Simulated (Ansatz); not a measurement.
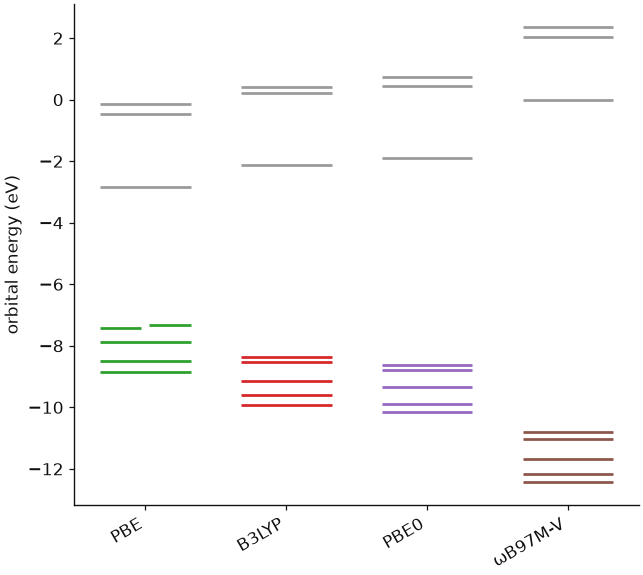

Frontier orbital energies of CH₆BClGe, SMILES B[CH2][GeH2][Cl], singlet at one geometry, def2-TZVPP, the Ansatz code 0.2.0, at a PBE0-D4/def2-TZVP geometry (no frequency check). Empty levels are grey, levels within 0.1 eV stand side by side; all columns show the same few orbitals around the gap.

**Compare the HOMO-LUMO separations.**

The separation grows from 4.50 eV (PBE) to 10.81 eV (ωB97M-V).

```tsv
level	HOMO (eV)	LUMO (eV)	separation (eV)
PBE	−7.34	−2.84	4.50
B3LYP	−8.37	−2.11	6.25
PBE0	−8.63	−1.90	6.73
ωB97M-V	−10.82	−0.01	10.81
```

Caveats, for all or some of the runs: empty levels above zero depend strongly on the basis; no scalar relativity up to krypton; one conformer of a flexible molecule.
